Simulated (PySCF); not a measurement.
**CH4FSi (SMILES [CH2][SiH2]F): UPBE0/cc-pVDZ**

Aim: the vertical doublet–quartet gap of CH4FSi at UPBE0/cc-pVDZ, from 2 runs. 

Program for the calculation: PySCF 2.14.0.

### 1 The structure to begin with

CH4FSi has 7 atoms, charge 0, and is taken as a doublet. As SMILES, `[CH2][SiH2]F`. The coordinates come from a PBE0-D4/def2-TZVP relaxation. This is one conformer, not always the lowest.

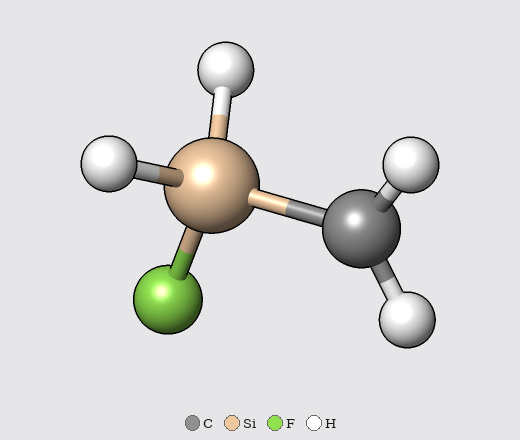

Viewed from a chosen angle; carbon grey, silicon light orange, fluorine green, hydrogen white.

### 2 A single-point energy at UPBE0/cc-pVDZ

calc.py

```python
from pyscf import gto, dft

molecule = gto.Mole()
molecule.atom = '''
C     -1.647652     0.531202    -1.163693
Si     1.112293    -0.297254     0.741718
F      1.233235    -3.306076     1.040294
H     -2.902619    -0.880612    -1.962481
H     -2.146729     2.476864    -1.583402
H      0.963571     0.813716     3.317036
H      3.503552     0.533848    -0.475644
'''
molecule.basis = 'cc-pvdz'
molecule.charge = 0
molecule.max_memory = 1860
molecule.spin = 1
molecule.verbose = 3
molecule.unit = 'bohr'
molecule.build()

myscf = dft.UKS(molecule)
myscf.xc = 'pbe0'
myscf.grids.level = 4
myscf.conv_tol = 1e-10
myscf.kernel()
if not myscf.converged:
    myscf = myscf.newton().run(myscf.mo_coeff, myscf.mo_occ)

energy = myscf.e_tot
print('Final energy', energy)
```

Started as:

```console
$ OMP_NUM_THREADS=1 python calc.py
```

The program printed:

```text
converged SCF energy = -429.564576921496  <S^2> = 0.75419801  2S+1 = 2.0041936
Final energy -429.56457692149604
```

Wall time 21 s (1 thread of Arm Neoverse V1, shared host); peak memory 0.34 GiB.

### 3 The quartet

job.py

```python
from pyscf import gto, dft

mol = gto.M(
    atom='''
C     -0.871900     0.281100    -0.615800
Si     0.588600    -0.157300     0.392500
F      0.652600    -1.749500     0.550500
H     -1.536000    -0.466000    -1.038500
H     -1.136000     1.310700    -0.837900
H      0.509900     0.430600     1.755300
H      1.854000     0.282500    -0.251700
''',
    charge=0,
    spin=3,
    max_memory=1860,
    verbose=3,
    basis='cc-pvdz',
)

mf = dft.UKS(mol, xc='pbe0')
mf.grids.level = 4
mf.conv_tol = 1e-10
mf.kernel()
if not mf.converged:
    mf = mf.newton().run(mf.mo_coeff, mf.mo_occ)

etot = mf.e_tot
print('Final energy', etot)
```

Started as:

```console
$ OMP_NUM_THREADS=1 python job.py
```

The program printed:

```text
WARN: HOMO -0.0230925107541191 >= LUMO -0.371116594610063

WARN: HOMO -0.0706099627180086 >= LUMO -0.239162293249251

WARN: HOMO -0.0683158446491574 >= LUMO -0.298260049421232

WARN: HOMO -0.0697901102292513 >= LUMO -0.285634376910048

WARN: HOMO -0.0691588562697638 >= LUMO -0.282356403578225

WARN: HOMO -0.0688503426755154 >= LUMO -0.281203033519449

WARN: HOMO -0.0688564715438078 >= LUMO -0.280838289408348

WARN: HOMO -0.0688927659532448 >= LUMO -0.280838119271531

WARN: HOMO -0.0688681219566569 >= LUMO -0.280787156634075

WARN: HOMO -0.0688571829943001 >= LUMO -0.280749663220495

WARN: HOMO -0.0688669697627535 >= LUMO -0.280745684886992

WARN: HOMO -0.0688610871021171 >= LUMO -0.280735926278281

WARN: HOMO -0.0688634167207005 >= LUMO -0.280735757008752

WARN: HOMO -0.0688614675076162 >= LUMO -0.280733873980977

WARN: HOMO -0.0688619720740298 >= LUMO -0.280733749002736

WARN: HOMO -0.0688619730690996 >= LUMO -0.280733859677623

WARN: HOMO -0.0688619097397107 >= LUMO -0.280733846402323

converged SCF energy = -429.273007095959  <S^2> = 3.7599061  2S+1 = 4.00495
Final energy -429.27300709595943
```

It took 25 s on 1 thread of Arm Neoverse V1, shared host; peak memory 0.35 GiB.

### 4 Summary of results

Level: UPBE0/cc-pVDZ.

```
                                        quantity          value
                           doublet: total energy  -429.56458 Eh
                          doublet: dipole moment         1.71 D
     doublet: HOMO energy (highest over α and β)       -7.14 eV
      doublet: LUMO energy (lowest over α and β)       -2.31 eV
                                   doublet: ⟨S²⟩          0.754
                           quartet: total energy  -429.27301 Eh
                          quartet: dipole moment         1.32 D
     quartet: HOMO energy (highest over α and β)       -1.87 eV
                                   quartet: ⟨S²⟩          3.760
vertical energy of the quartet above the doublet       7.934 eV
```

In words: At this shape the quartet lies 7.93 eV (183 kcal/mol) above the doublet. Mulliken charges (quartet) run from -0.19 on F3 to +0.13 on H6.
